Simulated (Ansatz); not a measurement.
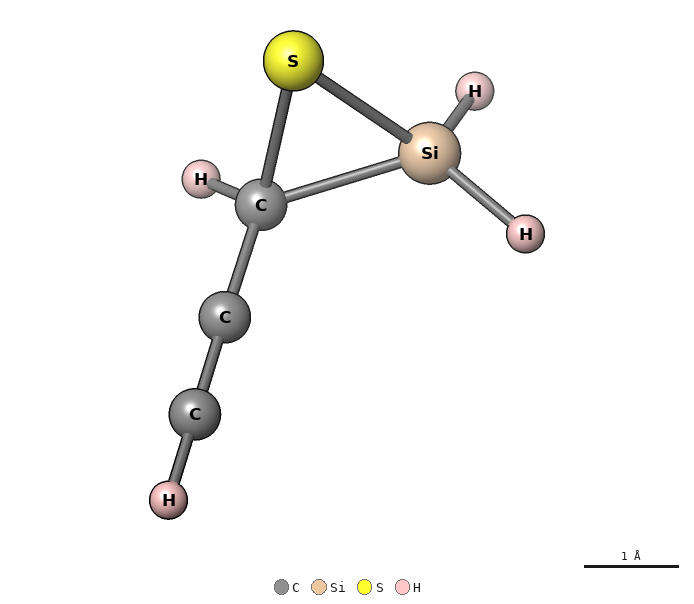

Atoms fade into the background with distance from the viewer. Computed geometry: PBE-D4/def2-SVP optimisation. No frequency run is at hand to confirm it as a minimum. Masses are those of the most abundant isotopes; constants are for the rigid equilibrium geometry.

> What kind of rotor is it, and what are its rotational constants in MHz?

An asymmetric top (C1): A = 5741, B = 2270, C = 1795 MHz. Ray's parameter κ is −0.76, nearer the prolate limit.
